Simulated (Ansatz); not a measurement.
# [PH4]+ (phosphonium): levels of theory compared

Wanted: a comparison of 6 runs (B3LYP/3-21G, HSE06/6-31G, PBE/6-31G, RPA@PBE/3-21G, BCCD(T)/3-21G, CCSD(T)/6-31G) of [PH4]+ (phosphonium). 

The calculation is run with Ansatz 0.2.0.

**1. Starting point**

[PH4]+: 5 atoms, total charge +1, spin state singlet. As SMILES, `[PH4+]`. The H3–P1 distance was set to 2.063 Å, away from the relaxed value. At this shape a bond of the SMILES string is far longer than usual.

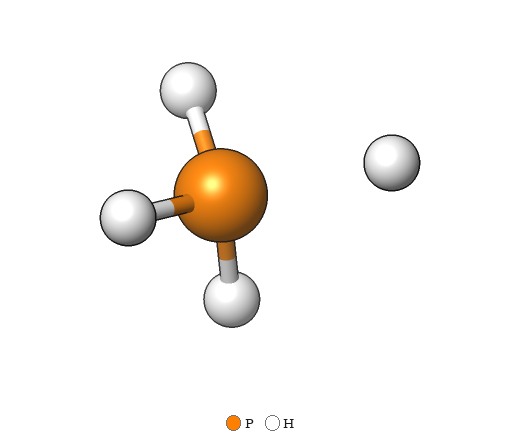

Viewed from a chosen angle; phosphorus orange, hydrogen white.

**2. The energy at B3LYP/3-21G (run 1)**

The input, input.yaml:

```yaml
crystal:
  periodic: [false, false, false]
  atoms:
    - {symbol: P, position_ang: [0.308622, 0.508011, -0.345421]}
    - {symbol: H, position_ang: [1.666102, 0.446681, -0.135021]}
    - {symbol: H, position_ang: [-0.617320, -1.016050, 0.691010]}
    - {symbol: H, position_ang: [0.046782, 0.374261, -1.688811]}
    - {symbol: H, position_ang: [-0.169608, 1.719151, 0.096359]}
basis:
  gaussian:
    orbitals: 3-21G.json
hamiltonian:
  xc: {name: B3LYP}
total_charge: 1
accuracy: high
```

The basis set 3-21G is read from a file made from the Basis Set Exchange's data (not shown).

Command:

```console
$ ansatz run input.yaml --threads 1 --pin off --max-ram 2610MiB --events-out events.jsonl --progress --plain --runs-dir runs
```

Standard output:

```text
Warning: RAYON_NUM_THREADS=1 ignored (pool sized by the plan → 1); use --threads N
Functional definition: B3LYP
  name "B3LYP"
  parameter a0 = 0.2
  parameter ax = 0.72
  parameter ac = 0.81
  exchange = (1 - a0 - ax)*slater_x + ax*b88_x + a0*exact_x
  correlation = (1 - ac)*vwn_rpa_c + ac*lyp_c
417 factors; integrals over basis functions are off by at most 4.4e-9 eV
mean field evaluation 1: about -9293.9695 eV, gradient 2.2e1 eV
mean field evaluation 2: about -9292.5071 eV, gradient 2.8e1 eV
mean field evaluation 4: about -9296.0540 eV, gradient 5.3e-1 eV
mean field evaluation 8: about -9296.0294 eV, gradient 7.4e-4 eV
mean field evaluation 16: about -9296.0294 eV, gradient 1.2e-9 eV
mean field -9296.02944573 eV, -341.6227810553 hartree, gradient 1.2e-9 eV, S^2 0.000000; 0 other end points of the search recorded, 0 dependent functions left out
reference -9296.02947292 eV, -341.6227820547 hartree; 9, 9 occupied and 12, 12 virtual orbitals, 417 factors
Total energy: -9296.02947292 eV, -341.6227820547 hartree
```

It took 0.71 s on 1 thread of AMD EPYC 7R43 (Zen 3), shared host; peak memory 0.1 GiB.

**3. A single-point energy at HSE06/6-31G (run 2)**

The input, job.yaml:

```yaml
crystal:
  periodic: [false, false, false]
  atoms:
    - symbol: P
      position_ang: [0.308622, 0.508011, -0.345421]
    - symbol: H
      position_ang: [1.666102, 0.446681, -0.135021]
    - symbol: H
      position_ang: [-0.617320, -1.016050, 0.691010]
    - symbol: H
      position_ang: [0.046782, 0.374261, -1.688811]
    - symbol: H
      position_ang: [-0.169608, 1.719151, 0.096359]
basis:
  gaussian:
    orbitals: 6-31G
total_charge: 1
hamiltonian:
  xc: {name: HSE06}
accuracy: high
```

Command:

```console
$ ansatz run job.yaml --threads 1 --pin off --max-ram 2610MiB --events-out events.jsonl --progress --plain --runs-dir runs
```

Standard output:

```text
Warning: RAYON_NUM_THREADS=1 ignored (pool sized by the plan → 1); use --threads N
Functional definition: HSE06
  name "HSE06"
  parameter a = 0.25
  parameter omega = 0.11/bohr
  exchange = pbe_x - a*pbe_x_sr(omega) + a*exact_x_sr(omega)
  correlation = pbe_c
472 factors; integrals over basis functions are off by at most 2.8e-9 eV
74 factors; integrals over basis functions are off by at most 3.4e-10 eV
mean field evaluation 1: about -9335.7719 eV, gradient 2.1e1 eV
mean field evaluation 2: about -9333.9671 eV, gradient 2.9e1 eV
mean field evaluation 4: about -9338.0189 eV, gradient 5.8e-1 eV
mean field evaluation 8: about -9338.0134 eV, gradient 3.7e-4 eV
mean field -9338.01343849 eV, -343.1656643316 hartree, gradient 3.9e-8 eV, S^2 0.000000; 0 other end points of the search recorded, 0 dependent functions left out
reference -9338.01344094 eV, -343.1656644218 hartree; 9, 9 occupied and 12, 12 virtual orbitals, 472 factors
Total energy: -9338.01344094 eV, -343.1656644218 hartree
```

It took 0.89 s on 1 thread of AMD EPYC 7R43 (Zen 3), shared host; peak memory 0.1 GiB.

Runs 3 to 5 aren't shown in full; the table further down has their settings and results.

**4. A single-point energy at CCSD(T)/6-31G (run 6)**

The input, in.yaml:

```yaml
basis:
  gaussian:
    orbitals: 6-31G
crystal:
  periodic: [false, false, false]
  atoms:
    - symbol: P
      position_ang: [0.308622, 0.508011, -0.345421]
    - symbol: H
      position_ang: [1.666102, 0.446681, -0.135021]
    - symbol: H
      position_ang: [-0.617320, -1.016050, 0.691010]
    - symbol: H
      position_ang: [0.046782, 0.374261, -1.688811]
    - symbol: H
      position_ang: [-0.169608, 1.719151, 0.096359]
total_charge: 1
correlation:
  method: ccsd_t
  frozen_orbitals: {H: 0, P: 5}
accuracy: high
scf:
  omitted_lower_state_checks: [cluster_reference, increment]
```

Command:

```console
$ ansatz run in.yaml --threads 1 --pin off --max-ram 2610MiB --events-out events.jsonl --progress --plain --runs-dir runs
```

Standard output:

```text
Warning: RAYON_NUM_THREADS=1 ignored (pool sized by the plan → 1); use --threads N
[... 11 lines left out ...]
5 core orbitals not correlated: weight in the atoms' cores, before any rotation towards them, 1.000 or more for the frozen orbitals, at most 0.000 for the correlated occupied ones
[... 24 lines left out ...]
Total energy: -9325.99953754 eV, -342.7241616152 hartree
Checks for a lower state left out: cluster_reference, increment
```

Run time: 0.24 s. Hardware: 1 thread of AMD EPYC 7R43 (Zen 3), shared host.

**5. Overview of the runs**

```tsv
run	level	frozen core orbitals	energy (Eh)	wall time
1	B3LYP/3-21G	–	-341.622782	0.71 s
2	HSE06/6-31G	–	-343.165664	0.89 s
3	PBE/6-31G	–	-343.147771	0.73 s
4	RPA@PBE/3-21G	5	-341.082656	0.91 s
5	BCCD(T)/3-21G	5	-341.032541	0.22 s
6	CCSD(T)/6-31G	5	-342.724162	0.24 s
```

**6. What came out**

| quantity | value |
| --- | --- |
| run 6: total energy | -342.72416 Eh |
| run 6: correlation energy (5 core orbitals frozen) | -109.3 mEh |
| run 6: (T) correction | -1.30 mEh |
| run 6: T1 diagnostic | 0.013 |

What this shows: Totals of different functionals can't be ranked against each other. In runs 5, 6 the log says that unrestricted orbitals would lower the reference, so the values rest on an unstable closed-shell determinant (other closed-shell runs at this shape may share the fault). All runs together took 3.7 s, the longest 0.91 s.
